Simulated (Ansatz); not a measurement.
# HfO2 (fluorite): frozen-phonon scan

Starting cell, HfO$_{2}$ (fluorite):

```
HfO2
1.0
    0.00000     2.52923     2.52923
    2.52923     0.00000     2.52923
    2.52923     2.52923     0.00000
Hf O
1 2
Direct
  0.00000   0.00000   0.00000
  0.25000   0.25000   0.25000
  0.75000   0.75000   0.75000
```

The atoms are displaced by Q × the pattern below (from a DFPT mode at Γ, largest move 1; Q in Å), at fixed cell. It is one choice among 3 degenerate patterns.

```json
[
 {"atom": "Hf1", "x": "0.000", "y": "0.000", "z": "0.179"},
 {"atom": "O2", "x": "0.000", "y": "0.000", "z": "-1.000"},
 {"atom": "O3", "x": "0.000", "y": "0.000", "z": "-1.000"}
]
```

Calculation: r2SCAN (plane waves to 500 eV, PAW, scalar-relativistic; Ansatz, a program for electronic structure). k mesh 11×11×11 (Γ-centred), Fermi-Dirac smearing 0.05 eV. E stands for the smeared free energy. HfO2 is run without spin polarisation. HfO2 was relaxed with its symmetry unable to fall. Spin-orbit coupling is left out, though Hf is heavy. This is a high-temperature form of HfO2. ΔE is measured from the undisplaced structure.

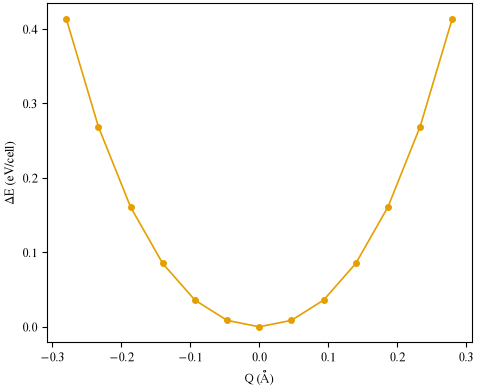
*ΔE (eV/cell) against Q (Å); one marker a computed point.*

Space group of the distorted cell: I4mm (No. 107), lowered from Fm-3m. Shape of the curve: a single well with its minimum at or next to zero displacement. Harmonic wavenumber from the curvature (finite differences): 238 cm⁻¹. Wavenumber by perturbation theory (DFPT, on another k mesh): 238 cm⁻¹. Symmetry of the curve: even: the same for both signs.

E″ = 7.87 eV/Å², M = Σ mᵢ|uᵢ|² = 37.7 u, ν̃ = 521.5·√(|E″|/M).

(For displaced atoms, the force is minus the slope of the energy, and its curvature is a force constant, which sets phonon frequencies.)
